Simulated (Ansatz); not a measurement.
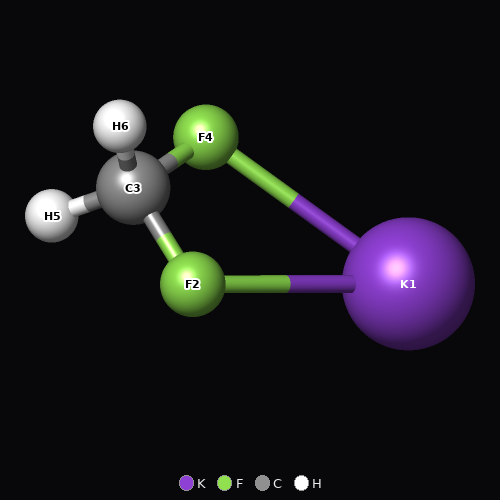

The system is CH2F2K, charge +1; the picture shows the reference structure. The turn is about an axis along (0.99, 0.09, 0.04) in the frame of the relaxed pair, normal to the line between the partners. The first coordinate is: distance F4···K1; the second: turn of K1 about F4. Grid: 13 × 13 points. At 39 points there is no value (left out of the scan, as a rule where atoms come close). Energies are in eV, from the ion and the molecule far apart, frozen as in the relaxed pair, each in its own basis (no counterpoise correction). The calculation used RHF/def2-SVPD (Ansatz).

Its coordinates:

```xyz
6

K     0.0886    0.3360   -2.7491
F     0.1106   -1.0377   -0.2990
C    -0.0207   -0.0785    0.6420
F    -0.0994    1.0799   -0.0472
H    -0.9431   -0.2347    1.1871
H     0.8640   -0.0650    1.2661
```

Range: distance F4···K1 from 2.359 to 4.959 Å; turn of K1 about F4 from −90 to 90°.

Predict the map.

The lowest grid point is at distance F4···K1 = 2.733 Å, turn of K1 about F4 = 0°, −0.603 eV from the ion and the molecule far apart, frozen as in the relaxed pair, each in its own basis (no counterpoise correction). Other grid points that lie below all their neighbours: distance F4···K1 = 3.345 Å, turn of K1 about F4 = −15° (0.035 eV higher); distance F4···K1 = 4.097 Å, turn of K1 about F4 = −30° (0.087 eV higher). The highest grid point, distance F4···K1 = 3.833 Å, turn of K1 about F4 = −90°, lies 1.979 eV above the lowest.

| turn of K1 about F4 ↓, distance F4···K1 → | 2.359 | 2.440 | 2.571 | 2.733 | 2.918 | 3.123 | 3.345 | 3.582 | 3.833 | 4.097 | 4.374 | 4.661 | 4.959 |
| --- | --- | --- | --- | --- | --- | --- | --- | --- | --- | --- | --- | --- | --- |
| 90 | −0.336 | −0.388 | −0.425 | −0.424 | −0.395 | −0.353 | −0.308 | −0.268 | −0.232 | −0.202 | −0.176 | −0.153 | −0.134 |
| 75 | −0.380 | −0.430 | −0.464 | −0.461 | −0.431 | −0.387 | −0.341 | −0.299 | −0.262 | −0.230 | −0.202 | −0.178 | −0.157 |
| 60 | −0.409 | −0.459 | −0.494 | −0.491 | −0.460 | −0.416 | −0.368 | −0.325 | −0.286 | −0.253 | −0.224 | −0.198 | −0.176 |
| 45 | −0.426 | −0.480 | −0.519 | −0.518 | −0.487 | −0.442 | −0.394 | −0.349 | −0.309 | −0.274 | −0.243 | −0.216 | −0.193 |
| 30 | −0.437 | −0.497 | −0.541 | −0.544 | −0.515 | −0.470 | −0.421 | −0.374 | −0.333 | −0.296 | −0.263 | −0.235 | −0.210 |
| 15 | −0.445 | −0.513 | −0.568 | −0.578 | −0.552 | −0.508 | −0.457 | −0.408 | −0.363 | −0.323 | −0.288 | −0.257 | −0.230 |
| 0 | −0.354 | −0.458 | −0.556 | −0.603 | −0.600 | −0.566 | −0.517 | −0.464 | −0.413 | −0.367 | −0.325 | −0.289 | −0.257 |
| −15 | 0.860 | 0.528 | 0.121 | −0.212 | −0.430 | −0.540 | −0.567 | −0.544 | −0.496 | −0.440 | −0.386 | −0.338 | −0.296 |
| −30 | – | – | – | – | – | 0.971 | 0.072 | −0.358 | −0.507 | −0.516 | −0.468 | −0.406 | −0.348 |
| −45 | – | – | – | – | – | – | – | – | 0.351 | −0.302 | −0.468 | −0.456 | −0.395 |
| −60 | – | – | – | – | – | – | – | – | – | 0.647 | −0.202 | −0.393 | −0.380 |
| −75 | – | – | – | – | – | – | – | – | – | 0.973 | 0.006 | −0.244 | −0.261 |
| −90 | – | – | – | – | – | – | – | – | 1.376 | 0.398 | 0.051 | −0.042 | −0.048 |

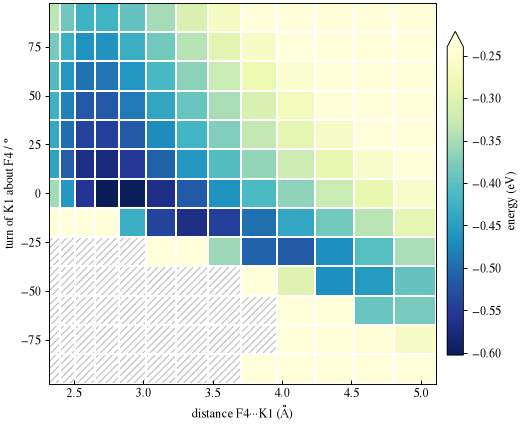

In the figure: one coloured cell a grid point, one colour for all values above the top of the scale, hatched blanks where no value was computed.

Each point was launched as `ansatz run input.yaml --threads 1 --pin off --max-ram 2560MiB --backend cpu --events-out ev --progress --plain --runs-dir out`. Time for the 130 points that were run: 4.4 min on 1 thread of Arm Neoverse V2, on a shared host.
